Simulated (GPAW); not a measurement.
# WS2 (P6_3/mmc): how ε∞ follows the gap

The empty bands of WS2 (P6_3/mmc) are shifted up rigidly by Δ, and ε∞ along x is computed for each shift. x, y and z are the Cartesian axes of the input cell.

Symmetry: P6_3/mmc, No. 194, hexagonal system. Conventional cell: a = 3.180 Å, b = 3.180 Å, c = 12.500 Å, α = 90.00°, β = 90.00°, γ = 120.00°. W on site c is surrounded by 6 S at 2.41 Å. S on site f has 3 W at 2.41 Å as nearest neighbours.

Method: GPAW 26.7.0, PBE, RPA, k-mesh 12×12×3, local fields up to 50 eV, Lorentzian half width 0.15 eV.

Launch of the response step: `OMP_NUM_THREADS=1 python df.py`. The series took 5.1 min in all, its band step included, on 1 thread of AMD EPYC 9R45 (Zen 5), with other jobs on the host.

```tsv
Δ (eV)	ε∞ along x
0.00	?
0.40	11.317
0.80	10.493
1.20	9.804
1.60	9.222
2.00	8.717
```

With one effective transition at E₀ and fixed dipole strength, ε∞ − 1 = A/(E₀ + Δ), so 1/(ε∞ − 1) is linear in Δ.

Working, on the rows shown:

| x = Δ (eV) | y = 1/(ε∞ − 1) |
| --- | --- |
| 0.4 | 0.0969274 |
| 0.8 | 0.105341 |
| 1.2 | 0.113585 |
| 1.6 | 0.121625 |
| 2 | 0.129584 |

Means: x̄ = 1.2, ȳ = 0.11341. Σ(x − x̄)(y − ȳ) = 0.03264, Σ(x − x̄)² = 1.6. Slope = 0.03264 / 1.6 = 0.0204; intercept = ȳ − slope · x̄ = 0.088933. Turned back into ε∞ along x, the line misses the rows shown by at most 0.018.

**Question.** Fill in the last column of the withheld row.

**Answer.** At x = 0 the line gives y = 0.088933, that is 12.244. The run gave 12.331, so the extrapolation is off by 0.087, 2 % of the range in the table.

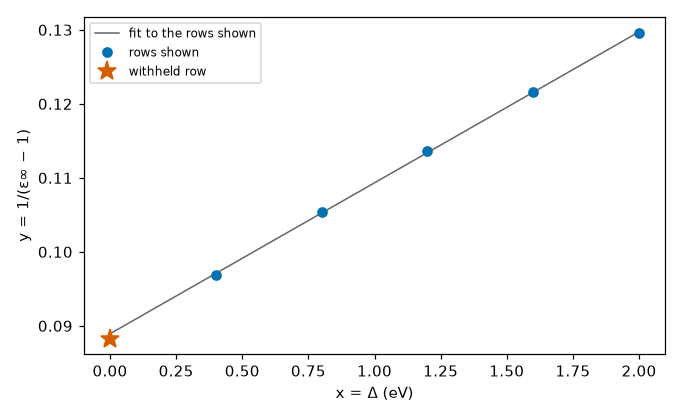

Refitted with all rows, the slope is 0.02064 and the intercept 0.088577. These give E₀ = intercept/slope = 4.3 eV, far above the least direct gap of 1.74 eV: most of the screening comes from transitions well over the edge. Over the first step ε∞ falls by 21 % per eV. The cell comes from an older database entry, whose edges can be off by a per cent or so. Excitons are left out; PBE gaps are as a rule too small. The values come from a sum over the points of one k-mesh and carry its error, which grows as the direct gap shrinks. This version of GPAW has incomplete matrix elements in the optical limit, which can lower ε − 1 by up to a tenth where first-row anions or d states rule. Spin-orbit coupling is left out.

[Logs are printed without paths, hosts, clocks, repeated set-up lines and the standing remarks that a program may print on its own settings, such as how far it seeks lower states.]
